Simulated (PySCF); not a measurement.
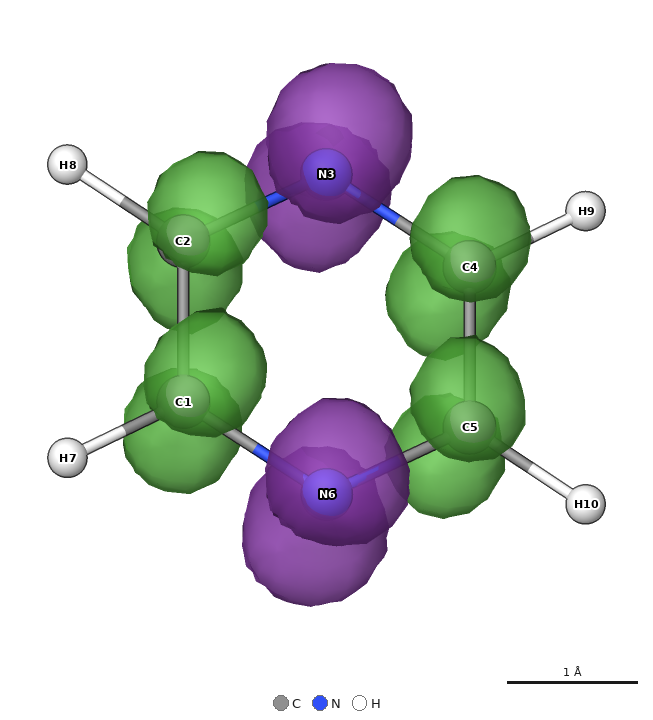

*C4H4N2, SMILES `c1cnccn1`. Unrelaxed difference density of T₃ less the ground state (full linear response triplet states), ±0.04 e/Å³; purple: gain, green: loss.*

Level of theory: CAM-B3LYP/6-31+G* (PySCF), at a geometry from GFN2-xTB. No frequency check shows the geometry to be a minimum.

Cartesian coordinates (Å):

```
C1       1.1217    0.7066    0.0000
C2       1.1365   -0.6827    0.0000
N3       0.0160   -1.3859    0.0000
C4      -1.1217   -0.7066    0.0000
C5      -1.1365    0.6827    0.0000
N6      -0.0160    1.3859    0.0000
H7       2.0309    1.2920    0.0000
H8       2.0579   -1.2486    0.0000
H9      -2.0309   -1.2920    0.0000
H10     -2.0579    1.2486    0.0000
```

> How does the charge move on excitation?

0.52 e is displaced in all, of which about 0.4 e passes between atoms: C1, C2, C4 and C5 (0.10 e each) lose electrons and N3 and N6 (0.20 e each) gain them. The state: 4.26 eV (291 nm), spin-forbidden from the singlet ground state, π → π*; the leading pair carries 99 %; hole on C1, C2, C4 and C5 (21 % each), electron on N3 and N6 (24 % each) and C1, C2, C4 and C5 (12 % each); their centroids lie 0.0 Å apart.

The PySCF run took 4.1 min on 1 thread of AMD EPYC 9R45 96-Core Processor (Zen 5), on a shared host, peak memory 0.78 GiB.
